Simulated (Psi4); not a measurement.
# UHSE06/def2-SVPD run of CH4BS (SMILES [BH]SC)

Aim: the vertical doublet–quartet gap of CH4BS at UHSE06/def2-SVPD, from 2 runs. The job is set up through a QCSchema input.

The results are computed with Psi4 1.11.

### 1 The system as given

The species is CH4BS (7 atoms), typed as a doublet with charge 0. SMILES: `[BH]SC`. Geometry: a GFN2-xTB relaxation, a rough one for these elements and not checked as a minimum.

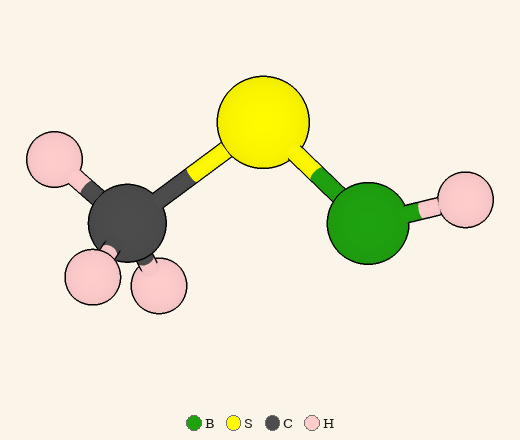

Viewed from a chosen angle; boron green, sulfur yellow, carbon dark grey, hydrogen pink.

### 2 Energy and forces at UHSE06/def2-SVPD

input.json reads:

```json
{
  "schema_name": "qcschema_input",
  "schema_version": 1,
  "molecule": {
    "schema_name": "qcschema_molecule",
    "schema_version": 2,
    "symbols": ["B", "S", "C", "H", "H", "H", "H"],
    "geometry": [-3.22107597, -0.69989786, -0.61882861, -0.53021936, -1.79877361, 0.74819926, 1.89046312, 0.70826935, 0.21510752, -5.17681023, -1.67100922, -0.72179979, 2.29898411, 0.82012224, -1.7898541, 1.17442699, 2.49538335, 0.91373927, 3.56421244, 0.14590575, 1.25343644],
    "molecular_charge": 0,
    "molecular_multiplicity": 2,
    "fix_symmetry": "c1",
    "fix_com": true,
    "fix_orientation": true
  },
  "driver": "gradient",
  "model": {
    "method": "hse06",
    "basis": "def2-SVPD"
  },
  "keywords": {
    "reference": "uks",
    "puream": true,
    "e_convergence": 1e-09,
    "d_convergence": 1e-08,
    "scf_type": "pk",
    "dft_radial_points": 99,
    "dft_spherical_points": 590,
    "maxiter": 200
  }
}
```

Started as:

```bash
$ psi4 --qcschema input.json -n 1 --memory 1600MB
```

stdout (excerpt; [...] marks lines left out):

```text
[...]
  Running in c1 symmetry.
[...]
  Nuclear repulsion =   87.016693282708445
[...]
  Multiplicity = 2
[...]
  Nalpha       = 16
  Nbeta        = 15
[...]
   @UKS iter   1:  -462.94252473648498   -2.41606e-01   5.52219e-03 DIIS/ADIIS
[...]
   @UKS iter  13:  -463.12305261765283   -3.29692e-12   4.43825e-09 DIIS
[...]
   @S^2 Expected:                7.500000000E-01
[...]
  -Total Gradient:
     Atom            X                  Y                   Z
    ------   -----------------  -----------------  -----------------
       1       -0.003813750110    -0.015876060979     0.006766729227
       2       -0.022527897341    -0.001415754401    -0.006212844493
       3        0.012967396033     0.012657356612    -0.001823078157
       4        0.019592822213     0.009810935189     0.001040222408
       5       -0.001666335237    -0.000628149860     0.007364822134
       6        0.002559589251    -0.006811891541    -0.002670730611
       7       -0.007105733775     0.002264477612    -0.004464147912
[...]
```

The result, in JSON:

```text
{
 "driver": "gradient",
 "model": {
  "method": "hse06",
  "basis": "def2-SVPD"
 },
 "success": true,
 "return_result": [-0.003813750109671915, -0.01587606097884403, 0.006766729227461785, -0.02252789734140831, -0.0014157544005708733, -0.006212844493356781, 0.012967396033303352, 0.012657356611713882, -0.0018230781567210655, 0.019592822213158168, 0.009810935188974884, 0.0010402224076409622, -0.0016663352370687862, -0.0006281498604474248, 0.00736482213391676, 0.002559589251340949, -0.006811891541257276, -0.002670730611242844, -0.007105733775108036, 0.002264477612430066, -0.004464147912097496],
 "properties": {
  "calcinfo_nbasis": 99,
  "calcinfo_nmo": 99,
  "calcinfo_nalpha": 16,
  "calcinfo_nbeta": 15,
  "calcinfo_natom": 7,
  "nuclear_repulsion_energy": 87.01669328270845,
  "return_energy": -463.12305261765283,
  "return_gradient": [-0.003813750109671915, -0.01587606097884403, 0.006766729227461785, -0.02252789734140831, -0.0014157544005708733, -0.006212844493356781, 0.012967396033303352, 0.012657356611713882, -0.0018230781567210655, 0.019592822213158168, 0.009810935188974884, 0.0010402224076409622, -0.0016663352370687862, -0.0006281498604474248, 0.00736482213391676, 0.002559589251340949, -0.006811891541257276, -0.002670730611242844, -0.007105733775108036, 0.002264477612430066, -0.004464147912097496],
  "scf_one_electron_energy": -808.4849097033778,
  "scf_two_electron_energy": 286.35510073257785,
  "scf_xc_energy": -28.00993692956141,
  "scf_dipole_moment": [0.5702656278104552, 0.2763574774639679, 0.030139619424392805],
  "scf_total_energy": -463.12305261765283,
  "scf_total_gradient": [-0.003813750109671915, -0.01587606097884403, 0.006766729227461785, -0.02252789734140831, -0.0014157544005708733, -0.006212844493356781, 0.012967396033303352, 0.012657356611713882, -0.0018230781567210655, 0.019592822213158168, 0.009810935188974884, 0.0010402224076409622, -0.0016663352370687862, -0.0006281498604474248, 0.00736482213391676, 0.002559589251340949, -0.006811891541257276, -0.002670730611242844, -0.007105733775108036, 0.002264477612430066, -0.004464147912097496],
  "scf_iterations": 13
 }
}
```

It took 45 s on 1 thread of Intel Xeon 6975P-C (Granite Rapids), shared host; peak memory 0.84 GiB.

### 3 The quartet: a single-point energy at UHSE06/def2-SVPD

ch4bs.json reads:

```json
{
 "schema_name": "qcschema_input",
 "schema_version": 1,
 "molecule": {
  "schema_name": "qcschema_molecule",
  "schema_version": 2,
  "symbols": ["B", "S", "C", "H", "H", "H", "H"],
  "geometry": [-3.22107597, -0.69989786, -0.61882861, -0.53021936, -1.79877361, 0.74819926, 1.89046312, 0.70826935, 0.21510752, -5.17681023, -1.67100922, -0.72179979, 2.29898411, 0.82012224, -1.7898541, 1.17442699, 2.49538335, 0.91373927, 3.56421244, 0.14590575, 1.25343644],
  "molecular_charge": 0,
  "molecular_multiplicity": 4,
  "fix_symmetry": "c1"
 },
 "driver": "energy",
 "model": {
  "method": "hse06",
  "basis": "def2-SVPD"
 },
 "keywords": {
  "reference": "uks",
  "puream": true,
  "e_convergence": 1e-09,
  "d_convergence": 1e-08,
  "scf_type": "pk",
  "dft_radial_points": 99,
  "dft_spherical_points": 590,
  "maxiter": 200,
  "scf_properties": ["LOWDIN_CHARGES", "QUADRUPOLE", "WIBERG_LOWDIN_INDICES"]
 }
}
```

Started as:

```bash
$ psi4 --qcschema ch4bs.json -n 1 --memory 1600MB
```

stdout (excerpt; [...] marks lines left out):

```text
[...]
  Running in c1 symmetry.
[...]
  Nuclear repulsion =   87.016693282708445
[...]
  Multiplicity = 4
[...]
  Nalpha       = 17
  Nbeta        = 14
[...]
   @UKS iter   1:  -462.75694263036814   -5.60241e-02   5.73547e-03 DIIS/ADIIS
[...]
   @UKS iter  13:  -462.95933687475321   -6.59384e-12   5.74915e-09 DIIS
[...]
   @S^2 Expected:                3.750000000E+00
[...]
```

The result, in JSON:

```text
{
 "driver": "energy",
 "model": {
  "method": "hse06",
  "basis": "def2-SVPD"
 },
 "success": true,
 "return_result": -462.9593368747532,
 "properties": {
  "calcinfo_nbasis": 99,
  "calcinfo_nmo": 99,
  "calcinfo_nalpha": 17,
  "calcinfo_nbeta": 14,
  "calcinfo_natom": 7,
  "nuclear_repulsion_energy": 87.01669328270845,
  "return_energy": -462.9593368747532,
  "scf_one_electron_energy": -807.2675215718691,
  "scf_two_electron_energy": 285.2974939341839,
  "scf_xc_energy": -28.006002519776494,
  "scf_dipole_moment": [1.5648827210659957, 0.08074589544784638, 0.42702064875172807],
  "scf_total_energy": -462.9593368747532,
  "scf_iterations": 13
 }
}
```

Wall time 38 s (1 thread of Intel Xeon 6975P-C (Granite Rapids), shared host); peak memory 0.84 GiB.

### 4 Summary of results

Level: UHSE06/def2-SVPD.

```
                                        quantity          value
                           doublet: total energy  -463.12305 Eh
                          doublet: dipole moment         1.61 D
     doublet: HOMO energy (highest over α and β)       -5.33 eV
      doublet: LUMO energy (lowest over α and β)       -2.05 eV
                                   doublet: ⟨S²⟩          0.756
               doublet: largest force on an atom     1.204 eV/Å
                           quartet: total energy  -462.95934 Eh
                          quartet: dipole moment         4.13 D
     quartet: HOMO energy (highest over α and β)       -3.37 eV
                                   quartet: ⟨S²⟩          3.762
vertical energy of the quartet above the doublet       4.455 eV
```

What this shows: At this shape the quartet lies 4.45 eV (430 kJ/mol) above the doublet. The largest force (doublet) is 1.20 eV/Å: the shape isn't a stationary point for this species at this level.
